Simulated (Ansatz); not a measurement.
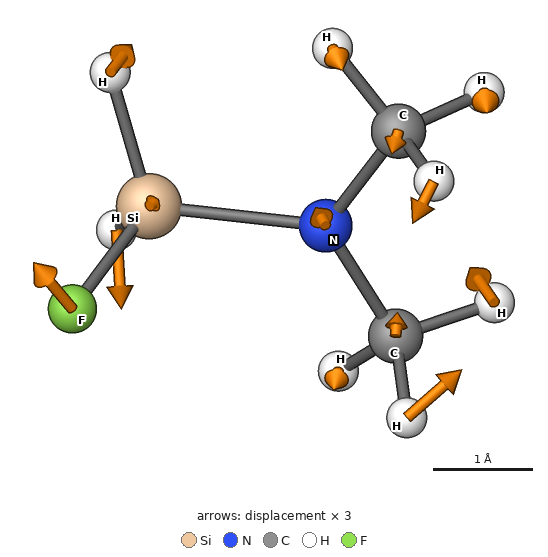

A relaxation of C$_{2}$H$_{8}$FNSi. The starting structure is drawn; orange arrows show the displacements, 3 times their true length. The two geometries are superimposed by the best rigid fit.

A ball-and-stick model, seen at a tilt.

The run prepares the start of a later molecular dynamics calculation, from a guessed geometry.

Method: Ansatz 0.2.0, RKS PBE0/6-31G. Set-up: no spin polarisation; force threshold 0.02 eV/Å; at most 40 steps.

Question: What happened in the run?

Answer: An H atom moves most after the best rigid fit: 0.27 Å. Largest moves by element: H 0.27 Å, F 0.25 Å, N 0.11 Å, C 0.09 Å, Si 0.06 Å. Near-neighbour distances that change, for instance: F–Si 1.589 → 1.707 Å, N–Si 1.820 → 1.742 Å, H–Si 1.460 → 1.496 Å, C–H 1.110 → 1.094 Å. Among the angles between lasting bonds that change: H–Si–H 109.5° → 116.5°, N–Si–F 109.5° → 115.1°, C–N–C 120.0° → 114.8°. After 4 accepted moves (6 points after the start) the energy has fallen by 10.8 kcal/mol. The largest force component goes from 3.7 to 0.019 eV/Å. The line search rejected the trial steps at points 3, 5 of the run. The run took 32 s on 1 thread of Arm Neoverse V2, with other jobs on the host, peak memory 0.17 GiB.

Limits of the set-up: the basis has no polarisation functions, which atoms past neon need.
